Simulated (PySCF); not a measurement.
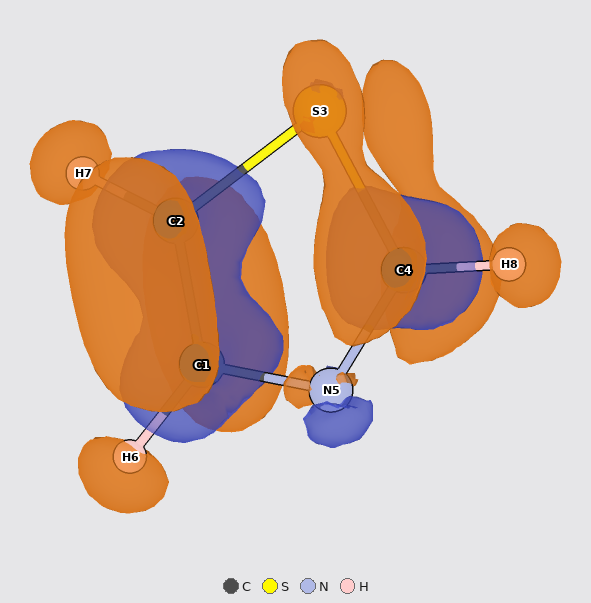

Figure 1: C3H3NS, SMILES `c1cscn1`. Fukui function f⁻ = ρ(N) − ρ(N−1) at fixed geometry, surfaces at ±0.03 e/Å³ (orange positive, blue negative).

Computed with PySCF, PBE0/6-311+G**, geometry: GFN2-xTB. No frequency check shows the geometry to be a minimum. GFN2-xTB bond lengths at metals and heavier atoms can be off by up to 0.1 Å and shapes distorted, which carries into these values.

Input

```python
import numpy as np
from pyscf import gto, scf, dft
from pyscf.scf import atom_ks, atom_hf
from scipy.linalg import block_diag

def solve(mol, dm0=None, hcore=None):
    mf = (dft.UKS if mol.spin else dft.RKS)(mol, xc='pbe0')
    mf.grids.level = 3
    mf = mf.density_fit(auxbasis='def2-universal-jkfit')
    mf.conv_tol, mf.max_cycle = 1e-8, 80
    if hcore is not None:
        mf.get_hcore = lambda *args: hcore
    mf.kernel(dm0)
    if not mf.converged:
        mf = mf.newton().run(mf.mo_coeff, mf.mo_occ, max_cycle=30)
    assert mf.converged, 'SCF not converged'
    return mf

mol = gto.M(atom='''
C      1.28997    -0.58378     0.00000
C      0.08185    -1.20557     0.00000
S     -1.18573    -0.04469     0.00000
C      0.03252     1.19448     0.00000
N      1.23931     0.76835     0.00000
H      2.24771    -1.07109     0.00000
H     -0.13666    -2.25366     0.00000
H     -0.24055     2.23053     0.00000
''', basis='6-311+g**', charge=0, spin=0, verbose=4)
mf = solve(mol)
out = dict(e0=mf.e_tot, dm0=mf.make_rdm1(), c=mf.mo_coeff, occ=mf.mo_occ, eps=mf.mo_energy)
for name, dq, spin in [('cation', 1, 1), ('anion', -1, 1)]:
    ion = mol.copy().set(charge=mol.charge + dq, spin=spin).build()
    mi = solve(ion)
    if spin and dq > 0 and mol.nao < 130:
        c, _, stable, _ = mi.stability(return_status=True)
        if not stable:
            mi = solve(ion, mi.make_rdm1(c, mi.mo_occ))
    print(name, 'vertical energy change / eV', (mi.e_tot - mf.e_tot) * 27.211386)
    out.update({'e_' + name: mi.e_tot, 'dm_' + name: mi.make_rdm1(), 's2_' + name: mi.spin_square()[0], 'eps_' + name: mi.mo_energy, 'occ_' + name: mi.mo_occ})
# spherically averaged free atoms, for the promolecule
atm = atom_ks.get_atm_nrks(mol, xc='pbe0')
pro = block_diag(*[(atm[a[0]][2] * atm[a[0]][3]) @ atm[a[0]][2].T for a in mol._atom])
np.savez('result.npz', pro=pro, **out)
```

Command:

```sh
OMP_NUM_THREADS=1 python input.py
```

The run took 37 s on 1 thread of Intel(R) Xeon(R) 6975P-C (Granite Rapids), on a shared host, peak memory 0.61 GiB.

Partitions, critical points and surface values were worked out afterwards from this run's density.

On which atoms does the density change most on removal of an electron?

Answer. f⁻ (Hirshfeld-condensed) is largest on S3 (0.23), C2 (0.17) and C1 (0.17); the vertical ionisation energy is 9.52 eV (the stability of the cation's solution wasn't checked). Condensed values hint at sites of electrophilic attack but needn't mark the atom that reacts. Orbital relaxation makes it negative in places (0.17 e in all).

```tsv
atom	f⁻	charge
C1	+0.17	−0.03
C2	+0.17	−0.09
S3	+0.23	+0.12
C4	+0.15	−0.01
N5	+0.08	−0.18
H6	+0.07	+0.06
H7	+0.07	+0.06
H8	+0.06	+0.07
```
